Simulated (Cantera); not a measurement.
Input: 1 mol Cu, 1.2 mol HF, 1.8 mol N₂, held at 4.90 Pa.

Method: chemical equilibrium by Gibbs-energy minimisation in Cantera with the NASA 1993 tables (ideal gas, pure condensed phases). Candidate condensed phases: Cu, CuF₂; 25 gas species. Kinetics and transport are ignored.

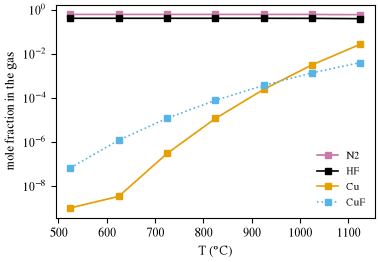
Figure. Equilibrium gas composition (values under 1e-9 drawn at 1e-9)

Read off the mole fractions at 625 °C.

N₂ about 0.60, HF about 0.40, CuF about 1.2e-6.
